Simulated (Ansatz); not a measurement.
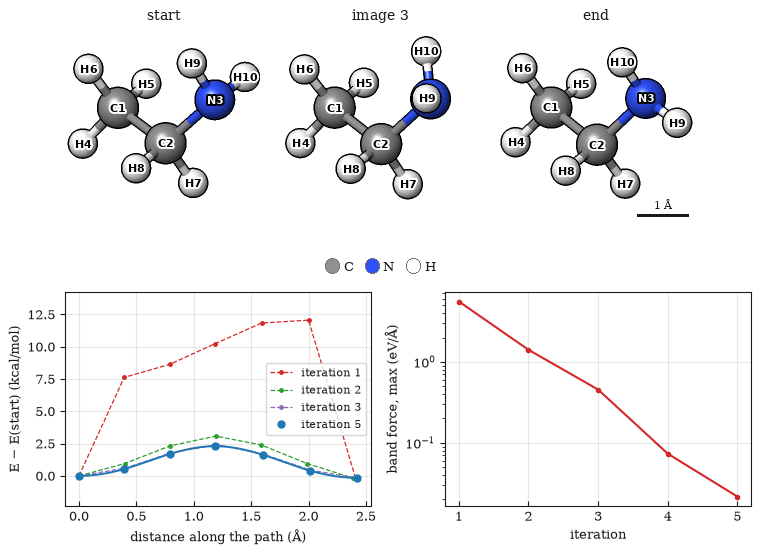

A nudged-elastic-band calculation for C2H7N. Images are numbered from 0 (start) to 6 (end). The plot follows the band through its iterations. Style: ball-and-stick. Shown from a free direction.

Theory: RHF/def2-TZVP in Ansatz. Settings: 5 movable images; climbing image; force threshold 0.03 eV/Å; iteration limit 6; starting path through a guess of the saddle point.

**How did the profile develop, and is the result final?**

The run is converged, with reservations. The band converged in 5 iterations. The largest component of the band force went from 5.6 to 0.022 eV/Å. The climbing image converged on the top of the path. Its curvatures weren't checked. The iteration limit was low. The first iteration put the highest image at 12.06 kcal/mol. The energy climbs by 2.30 kcal/mol to image 3 and then falls by 2.46 kcal/mol, so the end point sits at −0.15 kcal/mol.
